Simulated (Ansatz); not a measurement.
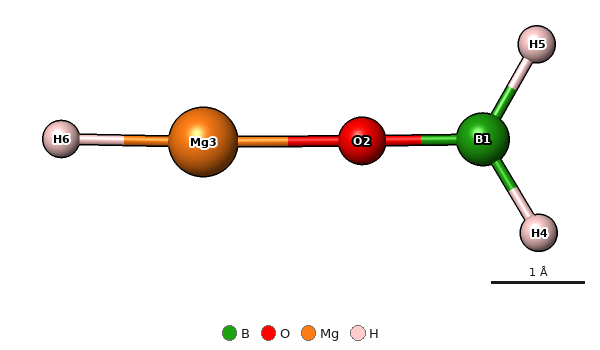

*The input geometry (ball-and-stick view, seen on its broad side; atoms are numbered from 1 in the order of the input). Sticks mark near contacts.*

MgBH₃O: molecular dynamics

System: MgBH₃O, SMILES B[O][MgH].
Method: RKS SPW92 (LDA)/6-31G (Ansatz 0.2.0).

Figures and captions count atoms from 1; the log counts them from 0 in places.

Input file
```yaml
crystal:
  periodic: [false, false, false]
  atoms:
    - {symbol: B, position_ang: [-0.878200, 0.280440, -0.902710]}
    - {symbol: O, position_ang: [0.016970, -0.015570, 0.009710]}
    - {symbol: Mg, position_ang: [1.194200, -0.396150, 1.215050]}
    - {symbol: H, position_ang: [-0.941050, -0.358980, -1.905670]}
    - {symbol: H, position_ang: [-1.628760, 1.189650, -0.728580]}
    - {symbol: H, position_ang: [2.236840, -0.699400, 2.312200]}
basis:
  gaussian: {orbitals: 6-31G}
hamiltonian: {xc: lda}
md: {n_steps: 40, timestep: 0.25, temperature: 300, ensemble: nve, seed: 183, initial_velocities: maxwell_boltzmann}
```

Launched with:
```bash
ansatz run in.yaml --threads 1 --pin off --events-out ev --progress --plain --max-ram 4352MiB
```

Output
```
Functional definition: SPW92
  name "SPW92"
  cite "Dirac, Proc. Camb. Phil. Soc. 26, 376 (1930) doi:10.1017/S0305004100016108"
  cite "Slater, Phys. Rev. 81, 385 (1951) doi:10.1103/PhysRev.81.385"
  cite "Perdew & Wang, Phys. Rev. B 45, 13244 (1992) doi:10.1103/PhysRevB.45.13244"
  exchange = slater_x
  correlation = pw_c
472 factors; integrals over basis functions are off by at most 2.0e-4 eV
mean field evaluation 1: about -8160.3917 eV, gradient 5.9e1 eV
mean field evaluation 2: about -8090.9447 eV, gradient 1.7e2 eV
mean field evaluation 4: about -8167.0650 eV, gradient 8.1e0 eV
mean field evaluation 8: about -8167.3534 eV, gradient 7.2e-2 eV
mean field -8167.35344860 eV, -300.1447032050 hartree, gradient 4.8e-5 eV, S^2 0.000000; 0 other end points of the search recorded, 0 dependent functions left out
the calculation of the forces begins
reference -8167.35349348 eV, -300.1447048545 hartree; 14, 14 occupied and 23, 23 virtual orbitals, 472 factors
md step     0: t =     0.00 fs  T =   300.0 K  F+E_penalty+E_count = -8167.35344860 eV  E_kin = 0.155112 eV  conserved = -8167.19833660 eV  (22 SCF iters)
these checks for a lower state are left out or cut short: starts, cluster_reference, orbital_swaps, neighbouring_geometries, increment
472 factors; integrals over basis functions are off by at most 2.0e-4 eV
mean field evaluation 16: about -8167.3482 eV, gradient 1.9e-1 eV
mean field -8167.34475022 eV, -300.1443835454 hartree, gradient 1.1e-5 eV, S^2 0.000000; 0 other end points of the search recorded, 0 dependent functions left out
the calculation of the forces begins
reference -8167.34479512 eV, -300.1443851955 hartree; 14, 14 occupied and 23, 23 virtual orbitals, 472 factors
md step     1: t =     0.25 fs  T =   283.2 K  F+E_penalty+E_count = -8167.34475022 eV  E_kin = 0.146443 eV  conserved = -8167.19830685 eV  (20 SCF iters)
[... from here on the SCF iterations and repeated set-up lines of each step are left out, up to the last step ...]
md step     2: t =     0.50 fs  T =   271.7 K  F+E_penalty+E_count = -8167.33878358 eV  E_kin = 0.140499 eV  conserved = -8167.19828417 eV  (20 SCF iters)
md step     3: t =     0.75 fs  T =   266.2 K  F+E_penalty+E_count = -8167.33590815 eV  E_kin = 0.137638 eV  conserved = -8167.19826998 eV  (20 SCF iters)
md step     4: t =     1.00 fs  T =   267.1 K  F+E_penalty+E_count = -8167.33634816 eV  E_kin = 0.138083 eV  conserved = -8167.19826519 eV  (20 SCF iters)
md step     5: t =     1.25 fs  T =   274.5 K  F+E_penalty+E_count = -8167.34017865 eV  E_kin = 0.141909 eV  conserved = -8167.19827012 eV  (20 SCF iters)
md step     6: t =     1.50 fs  T =   288.2 K  F+E_penalty+E_count = -8167.34732084 eV  E_kin = 0.149036 eV  conserved = -8167.19828450 eV  (20 SCF iters)
md step     7: t =     1.75 fs  T =   308.0 K  F+E_penalty+E_count = -8167.35754697 eV  E_kin = 0.159240 eV  conserved = -8167.19830715 eV  (19 SCF iters)
md step     8: t =     2.00 fs  T =   333.0 K  F+E_penalty+E_count = -8167.37049545 eV  E_kin = 0.172159 eV  conserved = -8167.19833675 eV  (20 SCF iters)
md step     9: t =     2.25 fs  T =   362.3 K  F+E_penalty+E_count = -8167.38569288 eV  E_kin = 0.187321 eV  conserved = -8167.19837143 eV  (20 SCF iters)
md step    10: t =     2.50 fs  T =   394.9 K  F+E_penalty+E_count = -8167.40258269 eV  E_kin = 0.204174 eV  conserved = -8167.19840913 eV  (20 SCF iters)
md step    11: t =     2.75 fs  T =   429.6 K  F+E_penalty+E_count = -8167.42055719 eV  E_kin = 0.222110 eV  conserved = -8167.19844764 eV  (20 SCF iters)
md step    12: t =     3.00 fs  T =   465.2 K  F+E_penalty+E_count = -8167.43899113 eV  E_kin = 0.240506 eV  conserved = -8167.19848510 eV  (20 SCF iters)
md step    13: t =     3.25 fs  T =   500.5 K  F+E_penalty+E_count = -8167.45727287 eV  E_kin = 0.258753 eV  conserved = -8167.19851963 eV  (21 SCF iters)
md step    14: t =     3.50 fs  T =   534.4 K  F+E_penalty+E_count = -8167.47483309 eV  E_kin = 0.276283 eV  conserved = -8167.19854979 eV  (21 SCF iters)
md step    15: t =     3.75 fs  T =   565.9 K  F+E_penalty+E_count = -8167.49116776 eV  E_kin = 0.292593 eV  conserved = -8167.19857441 eV  (21 SCF iters)
md step    16: t =     4.00 fs  T =   594.3 K  F+E_penalty+E_count = -8167.50585577 eV  E_kin = 0.307263 eV  conserved = -8167.19859305 eV  (21 SCF iters)
md step    17: t =     4.25 fs  T =   618.8 K  F+E_penalty+E_count = -8167.51856912 eV  E_kin = 0.319964 eV  conserved = -8167.19860537 eV  (21 SCF iters)
md step    18: t =     4.50 fs  T =   639.2 K  F+E_penalty+E_count = -8167.52907806 eV  E_kin = 0.330467 eV  conserved = -8167.19861147 eV  (21 SCF iters)
md step    19: t =     4.75 fs  T =   655.0 K  F+E_penalty+E_count = -8167.53725007 eV  E_kin = 0.338638 eV  conserved = -8167.19861173 eV  (21 SCF iters)
md step    20: t =     5.00 fs  T =   666.2 K  F+E_penalty+E_count = -8167.54304430 eV  E_kin = 0.344438 eV  conserved = -8167.19860677 eV  (21 SCF iters)
md step    21: t =     5.25 fs  T =   672.9 K  F+E_penalty+E_count = -8167.54650262 eV  E_kin = 0.347905 eV  conserved = -8167.19859752 eV  (24 SCF iters)
md step    22: t =     5.50 fs  T =   675.3 K  F+E_penalty+E_count = -8167.54773748 eV  E_kin = 0.349153 eV  conserved = -8167.19858469 eV  (21 SCF iters)
md step    23: t =     5.75 fs  T =   673.7 K  F+E_penalty+E_count = -8167.54691924 eV  E_kin = 0.348350 eV  conserved = -8167.19856913 eV  (21 SCF iters)
md step    24: t =     6.00 fs  T =   668.6 K  F+E_penalty+E_count = -8167.54426265 eV  E_kin = 0.345711 eV  conserved = -8167.19855198 eV  (21 SCF iters)
md step    25: t =     6.25 fs  T =   660.4 K  F+E_penalty+E_count = -8167.54001271 eV  E_kin = 0.341479 eV  conserved = -8167.19853383 eV  (21 SCF iters)
md step    26: t =     6.50 fs  T =   649.7 K  F+E_penalty+E_count = -8167.53443269 eV  E_kin = 0.335917 eV  conserved = -8167.19851544 eV  (21 SCF iters)
md step    27: t =     6.75 fs  T =   636.9 K  F+E_penalty+E_count = -8167.52779243 eV  E_kin = 0.329295 eV  conserved = -8167.19849743 eV  (21 SCF iters)
md step    28: t =     7.00 fs  T =   622.5 K  F+E_penalty+E_count = -8167.52035832 eV  E_kin = 0.321878 eV  conserved = -8167.19848035 eV  (20 SCF iters)
md step    29: t =     7.25 fs  T =   607.1 K  F+E_penalty+E_count = -8167.51238480 eV  E_kin = 0.313920 eV  conserved = -8167.19846457 eV  (21 SCF iters)
md step    30: t =     7.50 fs  T =   591.2 K  F+E_penalty+E_count = -8167.50410763 eV  E_kin = 0.305657 eV  conserved = -8167.19845045 eV  (21 SCF iters)
md step    31: t =     7.75 fs  T =   575.0 K  F+E_penalty+E_count = -8167.49573851 eV  E_kin = 0.297300 eV  conserved = -8167.19843818 eV  (21 SCF iters)
md step    32: t =     8.00 fs  T =   559.0 K  F+E_penalty+E_count = -8167.48746136 eV  E_kin = 0.289033 eV  conserved = -8167.19842790 eV  (21 SCF iters)
md step    33: t =     8.25 fs  T =   543.5 K  F+E_penalty+E_count = -8167.47942982 eV  E_kin = 0.281010 eV  conserved = -8167.19841954 eV  (21 SCF iters)
md step    34: t =     8.50 fs  T =   528.7 K  F+E_penalty+E_count = -8167.47176663 eV  E_kin = 0.273353 eV  conserved = -8167.19841334 eV  (19 SCF iters)
md step    35: t =     8.75 fs  T =   514.8 K  F+E_penalty+E_count = -8167.46456289 eV  E_kin = 0.266154 eV  conserved = -8167.19840911 eV  (20 SCF iters)
md step    36: t =     9.00 fs  T =   501.8 K  F+E_penalty+E_count = -8167.45787964 eV  E_kin = 0.259473 eV  conserved = -8167.19840670 eV  (20 SCF iters)
md step    37: t =     9.25 fs  T =   490.0 K  F+E_penalty+E_count = -8167.45174981 eV  E_kin = 0.253344 eV  conserved = -8167.19840593 eV  (20 SCF iters)
md step    38: t =     9.50 fs  T =   479.2 K  F+E_penalty+E_count = -8167.44618115 eV  E_kin = 0.247775 eV  conserved = -8167.19840663 eV  (20 SCF iters)
md step    39: t =     9.75 fs  T =   469.5 K  F+E_penalty+E_count = -8167.44115969 eV  E_kin = 0.242751 eV  conserved = -8167.19840847 eV  (19 SCF iters)
these checks for a lower state are left out or cut short: starts, cluster_reference, orbital_swaps, neighbouring_geometries, increment
472 factors; integrals over basis functions are off by at most 2.2e-4 eV
mean field -8167.43665422 eV, -300.1477609553 hartree, gradient 7.2e-6 eV, S^2 0.000000; 0 other end points of the search recorded, 0 dependent functions left out
the calculation of the forces begins
reference -8167.43669872 eV, -300.1477625905 hartree; 14, 14 occupied and 23, 23 virtual orbitals, 472 factors
472 factors; integrals over basis functions are off by at most 2.2e-4 eV
mean field evaluation 288: about -8167.4367 eV, gradient 5.5e-5 eV
mean field -8167.43665422 eV, -300.1477609553 hartree, gradient 7.2e-6 eV, S^2 0.000000; 1 other end points of the search recorded, 0 dependent functions left out
the calculation of the forces begins
reference -8167.43669872 eV, -300.1477625905 hartree; 14, 14 occupied and 23, 23 virtual orbitals, 472 factors
md step    40: t =    10.00 fs  T =   460.8 K  F+E_penalty+E_count = -8167.43665422 eV  E_kin = 0.238243 eV  conserved = -8167.19841118 eV  (24 SCF iters)
```

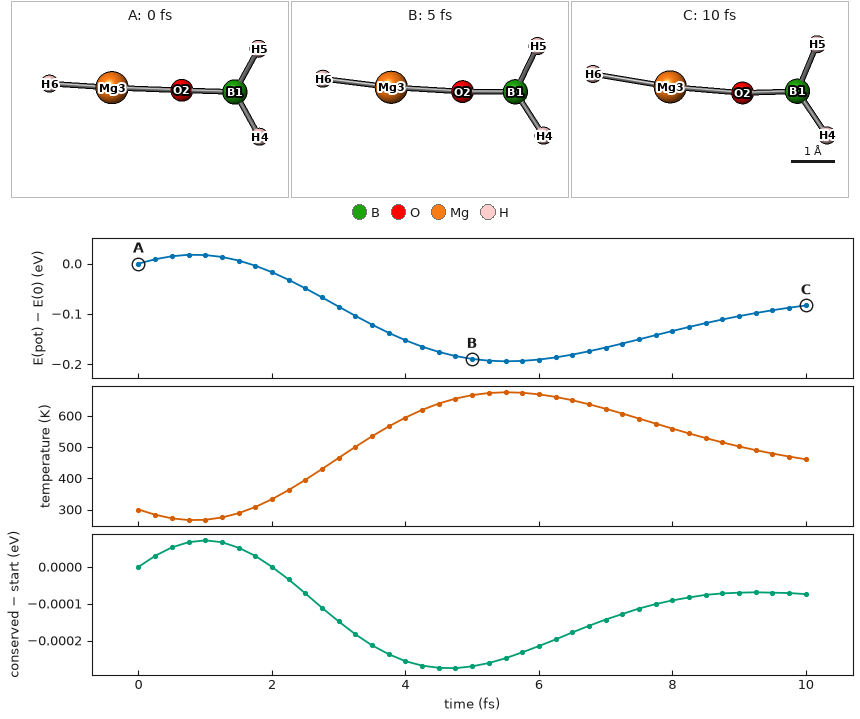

*Frames of the molecular dynamics (ball-and-stick, seen at a tilt) above the curves, on which the letters mark them.*

The trajectory kept here has 41 frames over 10 fs. The temperature starts at 300 K, ranges from 266 to 675 K and averages 583 K over the second half. The potential energy ends 0.083 eV below its first value. The conserved quantity stays within 0.00035 eV. After an unweighted best fit of the last frame on the first, the root-mean-square displacement is 0.20 Å, and H6 has moved furthest (0.39 Å).

```
Total energy: -8167.43669872 eV, -300.1477625905 hartree
Atom 0 at    -0.939573     0.308411    -0.924223 Å, force     0.183015     0.287350    -0.252653 eV/Å
Atom 1 at     0.023547    -0.045615    -0.047164 Å, force    -0.338002    -0.131121    -0.340128 eV/Å
Atom 2 at     1.214348    -0.400569     1.248637 Å, force     0.898780    -0.112779     1.031100 eV/Å
Atom 3 at    -1.087746    -0.255031    -2.030424 Å, force     0.103323     0.122193     0.650315 eV/Å
Atom 4 at    -1.634252     1.290298    -0.649726 Å, force    -0.005808    -0.281082    -0.099627 eV/Å
Atom 5 at     2.457005    -0.620531     2.681652 Å, force    -0.841308     0.115439    -0.989008 eV/Å
Dipole moment:     0.242225    -0.147885     0.232323 e Å
```

Trajectory as extended XYZ (Å, eV, eV/Å), 15 of the 41 frames kept, from step=0 to step=40
```
6
Properties=species:S:1:pos:R:3:forces:R:3 step=0 time_fs=0.0 energy=-8167.35345 temperature=300.0
B    -0.8782    0.2804   -0.9027   -0.6137   0.2071  -0.6208
O     0.0170   -0.0156    0.0097   -0.0581   0.0075  -0.0655
Mg    1.1942   -0.3962    1.2150   -0.1961   0.0368  -0.2243
H    -0.9411   -0.3590   -1.9057   -0.0766  -0.3498  -0.6102
H    -1.6288    1.1897   -0.7286   -0.4555   0.5170   0.0575
H     2.2368   -0.6994    2.3122    1.4000  -0.4186   1.4633
6
Properties=species:S:1:pos:R:3:forces:R:3 step=3 time_fs=0.8 energy=-8167.33591 temperature=266.2
B    -0.8793    0.2799   -0.9012   -0.7580   0.4390  -0.6304
O     0.0161   -0.0170    0.0043    0.2330  -0.1342   0.2114
Mg    1.1957   -0.3965    1.2175   -0.3861   0.0877  -0.4304
H    -0.9520   -0.3402   -1.9055   -0.0744  -0.4953  -0.7738
H    -1.6224    1.1942   -0.7232   -0.4799   0.5280   0.0788
H     2.2308   -0.6866    2.3163    1.4654  -0.4252   1.5444
6
Properties=species:S:1:pos:R:3:forces:R:3 step=6 time_fs=1.5 energy=-8167.34732 temperature=288.2
B    -0.8808    0.2796   -0.8999   -0.9311   0.6590  -0.6956
O     0.0154   -0.0185   -0.0011    0.4893  -0.2641   0.4513
Mg    1.1971   -0.3968    1.2199   -0.4396   0.0995  -0.4931
H    -0.9634   -0.3241   -1.9094   -0.0686  -0.5707  -0.8348
H    -1.6186    1.2016   -0.7174   -0.4507   0.4715   0.0848
H     2.2325   -0.6760    2.3286    1.4007  -0.3953   1.4874
6
Properties=species:S:1:pos:R:3:forces:R:3 step=9 time_fs=2.2 energy=-8167.38569 temperature=362.3
B    -0.8827    0.2796   -0.8990   -1.1158   0.8452  -0.8250
O     0.0148   -0.0200   -0.0063    0.6978  -0.3762   0.6424
Mg    1.1983   -0.3971    1.2222   -0.3676   0.0790  -0.4206
H    -0.9751   -0.3110   -1.9178   -0.0555  -0.5692  -0.7750
H    -1.6172    1.2115   -0.7111   -0.3775   0.3574   0.0758
H     2.2418   -0.6676    2.3488    1.2186  -0.3362   1.3024
6
Properties=species:S:1:pos:R:3:forces:R:3 step=11 time_fs=2.8 energy=-8167.42056 temperature=429.6
B    -0.8843    0.2799   -0.8987   -1.2338   0.9434  -0.9403
O     0.0146   -0.0211   -0.0097    0.8046  -0.4386   0.7377
Mg    1.1992   -0.3973    1.2237   -0.2655   0.0531  -0.3125
H    -0.9831   -0.3040   -1.9257   -0.0418  -0.5296  -0.6716
H    -1.6174    1.2192   -0.7067   -0.3119   0.2583   0.0626
H     2.2517   -0.6630    2.3663    1.0483  -0.2866   1.1241
6
Properties=species:S:1:pos:R:3:forces:R:3 step=14 time_fs=3.5 energy=-8167.47483 temperature=534.4
B    -0.8872    0.2807   -0.8985   -1.3832   1.0473  -1.1327
O     0.0144   -0.0229   -0.0145    0.9105  -0.5103   0.8274
Mg    1.2003   -0.3975    1.2259   -0.0623   0.0053  -0.0931
H    -0.9953   -0.2958   -1.9405   -0.0144  -0.4274  -0.4430
H    -1.6191    1.2318   -0.6998   -0.2011   0.0913   0.0348
H     2.2710   -0.6573    2.3974    0.7506  -0.2063   0.8066
6
Properties=species:S:1:pos:R:3:forces:R:3 step=17 time_fs=4.2 energy=-8167.51857 temperature=618.8
B    -0.8908    0.2820   -0.8989   -1.4773   1.1003  -1.3109
O     0.0145   -0.0249   -0.0191    0.9466  -0.5536   0.8504
Mg    1.2015   -0.3978    1.2280    0.1642  -0.0436   0.1560
H    -1.0075   -0.2899   -1.9577    0.0183  -0.2964  -0.1641
H    -1.6218    1.2449   -0.6927   -0.0898  -0.0785   0.0011
H     2.2944   -0.6528    2.4328    0.4381  -0.1282   0.4676
6
Properties=species:S:1:pos:R:3:forces:R:3 step=20 time_fs=5.0 energy=-8167.54304 temperature=666.2
B    -0.8952    0.2838   -0.9000   -1.4974   1.1061  -1.4361
O     0.0150   -0.0270   -0.0233    0.9127  -0.5672   0.8079
Mg    1.2027   -0.3981    1.2302    0.3817  -0.0861   0.3989
H    -1.0196   -0.2856   -1.9757    0.0521  -0.1604   0.1218
H    -1.6251    1.2576   -0.6856    0.0088  -0.2331  -0.0342
H     2.3202   -0.6489    2.4707    0.1420  -0.0593   0.1418
6
Properties=species:S:1:pos:R:3:forces:R:3 step=23 time_fs=5.8 energy=-8167.54692 temperature=673.7
B    -0.9003    0.2862   -0.9018   -1.4334   1.0692  -1.4819
O     0.0158   -0.0294   -0.0273    0.8139  -0.5523   0.7066
Mg    1.2040   -0.3983    1.2324    0.5696  -0.1184   0.6123
H    -1.0315   -0.2821   -1.9931    0.0828  -0.0369   0.3798
H    -1.6283    1.2691   -0.6787    0.0859  -0.3587  -0.0676
H     2.3467   -0.6454    2.5095   -0.1189  -0.0029  -0.1491
6
Properties=species:S:1:pos:R:3:forces:R:3 step=26 time_fs=6.5 energy=-8167.53443 temperature=649.7
B    -0.9061    0.2892   -0.9043   -1.2853   0.9939  -1.4376
O     0.0168   -0.0319   -0.0311    0.6605  -0.5117   0.5574
Mg    1.2054   -0.3987    1.2348    0.7180  -0.1394   0.7843
H    -1.0429   -0.2789   -2.0085    0.1072   0.0632   0.5868
H    -1.6310    1.2786   -0.6722    0.1361  -0.4465  -0.0959
H     2.3727   -0.6419    2.5474   -0.3365   0.0405  -0.3951
6
Properties=species:S:1:pos:R:3:forces:R:3 step=29 time_fs=7.2 energy=-8167.51238 temperature=607.1
B    -0.9125    0.2926   -0.9076   -1.0606   0.8843  -1.3051
O     0.0181   -0.0346   -0.0347    0.4664  -0.4501   0.3745
Mg    1.2069   -0.3990    1.2374    0.8243  -0.1495   0.9114
H    -1.0538   -0.2753   -2.0207    0.1234   0.1344   0.7300
H    -1.6331    1.2858   -0.6662    0.1568  -0.4912  -0.1165
H     2.3968   -0.6382    2.5832   -0.5103   0.0721  -0.5943
6
Properties=species:S:1:pos:R:3:forces:R:3 step=31 time_fs=7.8 energy=-8167.49574 temperature=575.0
B    -0.9171    0.2951   -0.9101   -0.8746   0.7945  -1.1727
O     0.0190   -0.0365   -0.0370    0.3223  -0.3998   0.2417
Mg    1.2081   -0.3993    1.2392    0.8727  -0.1507   0.9716
H    -1.0606   -0.2725   -2.0268    0.1291   0.1645   0.7870
H    -1.6340    1.2891   -0.6625    0.1540  -0.4960  -0.1250
H     2.4114   -0.6355    2.6054   -0.6035   0.0875  -0.7025
6
Properties=species:S:1:pos:R:3:forces:R:3 step=34 time_fs=8.5 energy=-8167.47177 temperature=528.7
B    -0.9244    0.2993   -0.9144   -0.5527   0.6395  -0.9177
O     0.0205   -0.0394   -0.0403    0.0962  -0.3151   0.0373
Mg    1.2100   -0.3997    1.2421    0.9139  -0.1452   1.0276
H    -1.0703   -0.2676   -2.0322    0.1298   0.1829   0.8128
H    -1.6346    1.2918   -0.6576    0.1257  -0.4655  -0.1285
H     2.4306   -0.6311    2.6355   -0.7129   0.1034  -0.8316
6
Properties=species:S:1:pos:R:3:forces:R:3 step=37 time_fs=9.2 energy=-8167.45175 temperature=490.0
B    -0.9319    0.3037   -0.9192   -0.1944   0.4671  -0.6069
O     0.0221   -0.0425   -0.0437   -0.1282  -0.2239  -0.1605
Mg    1.2121   -0.4001    1.2453    0.9214  -0.1322   1.0462
H    -1.0794   -0.2618   -2.0334    0.1211   0.1687   0.7667
H    -1.6346    1.2921   -0.6533    0.0709  -0.3920  -0.1201
H     2.4459   -0.6261    2.6610   -0.7907   0.1122  -0.9255
6
Properties=species:S:1:pos:R:3:forces:R:3 step=40 time_fs=10.0 energy=-8167.43665 temperature=460.8
B    -0.9396    0.3084   -0.9242    0.1830   0.2873  -0.2527
O     0.0235   -0.0456   -0.0472   -0.3380  -0.1311  -0.3401
Mg    1.2143   -0.4006    1.2486    0.8988  -0.1128   1.0311
H    -1.0877   -0.2550   -2.0304    0.1033   0.1222   0.6503
H    -1.6343    1.2903   -0.6497   -0.0058  -0.2811  -0.0996
H     2.4570   -0.6205    2.6817   -0.8413   0.1154  -0.9890
```

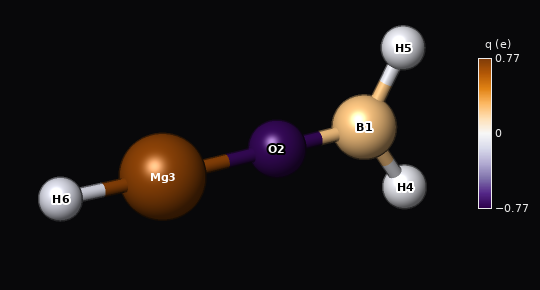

*Mulliken charges, as the colour of each atom (ball-and-stick view, seen at a tilt; atoms are numbered from 1 in the order of the input).*

By element: B +0.25, O −0.73, Mg +0.73 and H −0.11 to −0.06 e.

Summary

| quantity | value |
| --- | --- |
| outcome | finished |
| mean temperature over the second half | 583 K |
| trajectory | 40 steps, 10 fs |
| ensemble | nve |
| temperature in the input | 300 K |
| time step | 0.25 fs |
| potential energy (last step) | −8167.4367 eV |
| SCF solution under orbital rotations (last step) | stable |
| largest force (length of the vector) (last step) | 1.372 eV/Å |
| dipole moment (last step) | 1.76 D |
| hardware | 1 CPU thread, shared host |
| wall time | 28 s |
| peak memory | 0.12 GiB |

Remarks

So short a trajectory is not equilibrated.
